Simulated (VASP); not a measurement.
Band structure of Zn4OS3 (ordered alloy cell). These are PBE GGA, VASP's PBE PAW potentials (set 64) (plane waves; VASP) values and carry that method's errors.

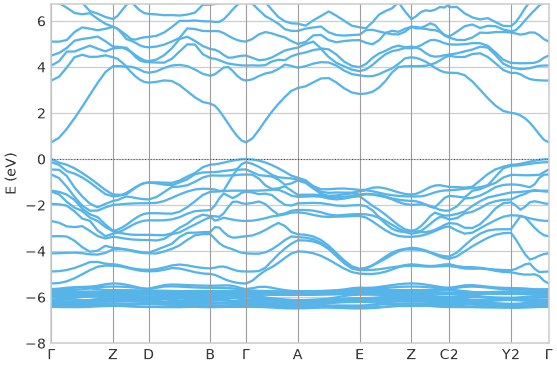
Figure. Bands along high-symmetry lines, zero at the valence-band maximum or, without a gap, the Fermi level

Read the plot: is there a gap, and where are the band edges?

The gap is direct, 0.73 eV, from the valence maximum at Γ to the conduction minimum at Γ. (Edges off the drawn lines would not show.)

The structure was generated: Zn4OS3 was put into an ordered model structure (Pm), which need not be its known phase. It was relaxed first.
